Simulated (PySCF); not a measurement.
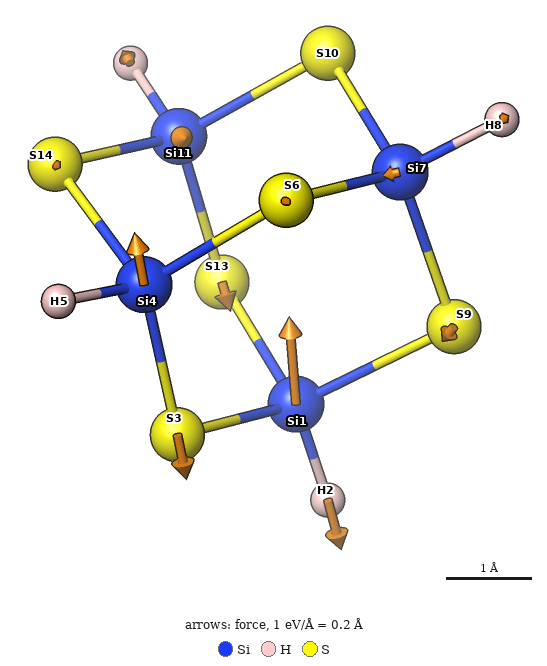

Starting geometry of Si4H4S6 with the computed forces as orange arrows. Style: ball-and-stick. Shown at a tilt.

The start comes from GFN2-xTB. Its atoms were then displaced at random by about 0.03 Å.

Level of theory: PBE0-D3(BJ)/def2-SVP geometry optimisation, gas phase (PySCF). 

Is this structure relaxed? If not, where do the atoms go?

Answer. It isn't relaxed: the largest force vector, on a Si atom, is 5.68 eV/Å. The final displacements follow the starting forces only in part (cosine between the two patterns 0.78). A Si atom moves most after the best rigid fit: 0.13 Å. Largest moves by element: Si 0.13 Å, S 0.08 Å, H 0.04 Å. Some distances before and after: H–Si 1.343 → 1.482 Å, S–Si 2.009 → 2.146 Å, S–Si 2.261 → 2.145 Å, S–Si 2.217 → 2.146 Å. Bond angles that change, for instance: H–Si–S 112.3° → 105.8°, H–Si–S 111.4° → 105.8°, Si–S–Si 107.7° → 102.2°. The energy falls by 17.5 kcal/mol in 11 geometry steps.
